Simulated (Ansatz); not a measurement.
# The false plateau in GW convergence: SrTiO3 (Tausonite), part 2 of 2

Can the band sum of G0W0 be converged at a fixed screening cutoff? A test on SrTiO3 (Tausonite).

Ansatz 0.2.0; G0W0 on PBE, plane waves, PAW; PAW set soft_1. Known limits of the many-body steps: not at the basis limit; no spin-orbit coupling; coarse k mesh.

So far. Step 8 (441 empty bands, screening to 220 eV): The G0W0 gap on the mesh is 3.448 eV.

## 9. 135 empty bands, screening to 300 eV

input.yaml

```yaml
crystal:
  lattice:
    - [3.90528, 0.0, 0.0]
    - [0.0, 3.90528, 0.0]
    - [0.0, 0.0, 3.90528]
  atoms:
    - { symbol: Sr, position: [0.5, 0.5, 0.5] }
    - { symbol: Ti, position: [0.0, 0.0, 0.0] }
    - { symbol: O, position: [0.5, 0.0, 0.0] }
    - { symbol: O, position: [0.0, 0.5, 0.0] }
    - { symbol: O, position: [0.0, 0.0, 0.5] }
kpoints:
  mp_grid: { grid: [4, 4, 4] }
hamiltonian:
  xc: pbe
  pseudopotentials: { kind: paw, azcp: { folder: soft_1 } }
scf:
  occupations: { method: fixed }
gw:
  n_empty_bands: 135
  ecut_chi: 300
  qp_bands: [v2, c2]
  qp_kpoints: band_edges
  screening: { model: contour_deformation }
```

Started as:

```bash
> ansatz run input.yaml --threads 2 --pin off --max-ram 73728MiB --backend cuda --events-out ev --progress --plain --runs-dir out --devices 1 --max-vram 13GiB
```

Numbers of over 12 decimals in the logs are rounded to 6 here.

What it wrote:

```text
GPUs: using 1 of 1 available (devices: 1).
[...]
GPU FFT provider: cuFFT
GPU libraries: cuBLAS 13.8.2, cuFFT 12.4.0, cuSOLVER 12.3.4
Crystal: 5 atoms, lattice volume = 59.560 Å³
Basis set: ecut = 420 eV, 1189 PW (Γ)
Bands: 25, of which v1, the nominal top of the filled ones, is band 20 counted from 1 (19 counted from 0)
Symmetry: 48 space group operations
[...]
k-points: 10 of 64
[...]
1    22     12.8943   -14.2172    -6.3151   -21.8816  0.7102    14.2953    14.2436  root
[...]
9    19      9.9656   -26.0821     4.8568   -21.0149  0.7118     9.7543     9.7552  root
     9    20      9.9656   -26.0821     4.8568   -21.0149  0.7118     9.7543     9.7552  root
     9    21     14.4354   -14.5039    -7.8984   -23.7947  0.6620    15.9135    15.8278  root
     9    22     14.4354   -14.5039    -7.8984   -23.7947  0.6620    15.9135    15.8278  root
[key lines of the parts left out:]
SCF converged after 9 iterations
Free energy (F): -7754.480217 eV
Fermi energy:    9.965625 eV
```

Wall time 9.5 s (1 × NVIDIA H100 80GB HBM3 (shared by 6 runs) with 2 threads of AMD EPYC 7R13 (Zen 3), shared host); peak memory 1.8 GiB; 12 s of CPU time.

The G0W0 gap on the mesh is 3.428 eV.

## 10. 702 empty bands, screening to 300 eV

input.yaml: that of step 9 with these lines changed.

```diff
@@ -19,3 +19,3 @@
 gw:
-  n_empty_bands: 135
+  n_empty_bands: 702
   ecut_chi: 300
```

What it wrote:

```text
GPUs: using 1 of 1 available (devices: 1).
[...]
GPU FFT provider: cuFFT
GPU libraries: cuBLAS 13.8.2, cuFFT 12.4.0, cuSOLVER 12.3.4
Crystal: 5 atoms, lattice volume = 59.560 Å³
Basis set: ecut = 420 eV, 1189 PW (Γ)
Bands: 25, of which v1, the nominal top of the filled ones, is band 20 counted from 1 (19 counted from 0)
Symmetry: 48 space group operations
[...]
k-points: 10 of 64
[...]
1    22     12.8943   -14.2172    -6.7128   -21.8816  0.7098    13.8691    13.8459  root
[...]
9    19      9.9656   -26.0821     4.4329   -21.0149  0.7116     9.3222     9.3313  root
     9    20      9.9656   -26.0821     4.4329   -21.0149  0.7116     9.3222     9.3313  root
     9    21     14.4354   -14.5039    -8.2847   -23.7947  0.6621    15.4814    15.4415  root
     9    22     14.4354   -14.5039    -8.2847   -23.7947  0.6621    15.4814    15.4415  root
[key lines of the parts left out:]
SCF converged after 9 iterations
Free energy (F): -7754.480217 eV
Fermi energy:    9.965625 eV
```

Run time: 17 s. Hardware: 1 × NVIDIA H100 80GB HBM3 (shared by 6 runs) with 2 threads; peak memory 2.1 GiB; 28 s of CPU time.

The G0W0 gap on the mesh is 3.475 eV.

## 11. The grid

Start PBE, 4×4×4 mesh. Times are wall times on 1 × NVIDIA H100 80GB HBM3 (shared by 6 runs) with 2 threads of AMD EPYC 7R13 (Zen 3), shared host, good to a factor of about two.

| cutoff (eV) | plane waves at q = 0 | bands summed | gap (eV) | Σc valence (eV) | Σc conduction (eV) | time |
| --- | --- | --- | --- | --- | --- | --- |
| 50 | 57 | 67 | 3.608 | 5.10 | -5.91 | 3.6 s |
| 50 | 57 | 268 | 3.520 | 4.85 | -6.25 | 13 s |
| 100 | 147 | 155 | 3.397 | 4.87 | -6.35 | 5.8 s |
| 100 | 147 | 722 | 3.350 | 4.70 | -6.57 | 11 s |
| 150 | 251 | 67 | 3.454 | 5.24 | -5.92 | 5.6 s |
| 150 | 251 | 268 | 3.404 | 4.68 | -6.54 | 6.1 s |
| 220 | 461 | 461 | 3.448 | 4.52 | -6.65 | 12 s |
| 300 | 739 | 155 | 3.428 | 4.86 | -6.33 | 9.5 s |
| 300 | 739 | 722 | 3.475 | 4.43 | -6.71 | 17 s |

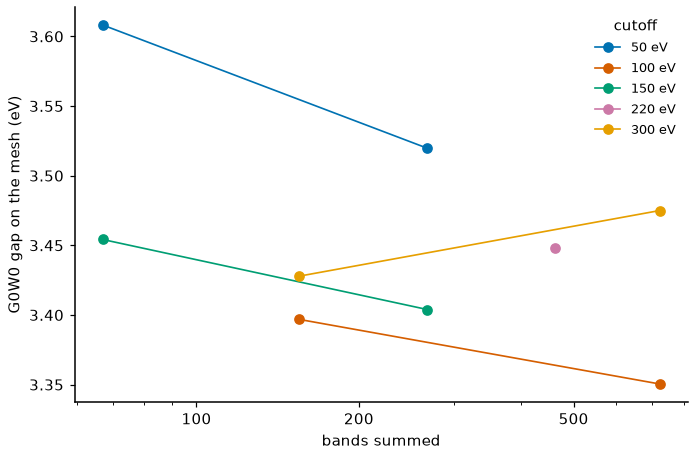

The gap against bands, one line for each screening cutoff.

## 12. What came out

```
67 bands, 50 eV                    : 3.608 eV
268 bands, 50 eV                   : 3.520 eV
155 bands, 100 eV                  : 3.397 eV
722 bands, 100 eV                  : 3.350 eV
67 bands, 150 eV                   : 3.454 eV
268 bands, 150 eV                  : 3.404 eV
461 bands, 220 eV                  : 3.448 eV
155 bands, 300 eV                  : 3.428 eV
722 bands, 300 eV                  : 3.475 eV
estimated limit along the diagonal : 3.52 eV
mesh and start                     : 4×4×4, PBE
```

In words: At 50 eV, going from 67 to 268 bands moves the gap by −0.09 eV. At 100 eV, going from 155 to 722 bands moves the gap by −0.05 eV. At 150 eV, going from 67 to 268 bands moves the gap by −0.05 eV. At 300 eV, going from 155 to 722 bands moves the gap by +0.05 eV. At 67 bands, raising the cutoff from 50 to 150 eV moves it by −0.15 eV. At 268 bands, raising the cutoff from 50 to 150 eV moves it by −0.12 eV. At 155 bands, raising the cutoff from 100 to 300 eV moves it by +0.03 eV. At 722 bands, raising the cutoff from 100 to 300 eV moves it by +0.12 eV. Along the diagonal, where both rise together, the two highest rungs point to 3.52 eV. Gaps are over the mesh's points; an edge off the mesh would be missed. A low cutoff hides what high bands add, so a band series at one cutoff can look settled before the gap is. The 4×4×4 mesh is coarse for this cell (its supercell is 16 Å along the shortest edge). The RPA ε∞ on it, from the PBE start, is 6.52; such meshes misread the long-range screening, most where the gap is narrow. This is the ideal cubic cell; many perovskites, halides above all, are cubic only on average, and local tilts or off-centring can widen the gap. The many-body steps are scalar-relativistic: spin-orbit coupling is not in them.

[Paths, hosts, dates, memory and timing lines, banners, echoed tables and standing remarks are left out of the program output.]

[Logs are printed without paths, hosts, clocks, repeated set-up lines and the standing remarks that a program may print on its own settings, such as how far it seeks lower states.]

[Runs of the session that timed out or met a known fault of the program may be left out.]

[Cells called generated may have been cut or substituted from an entry of the Crystallography Open Database or the Materials Project.]

[Hosts, paths, dates, database ids (printed as entryN), source tags and the programs' standing remarks are cut or masked in the printed files.]
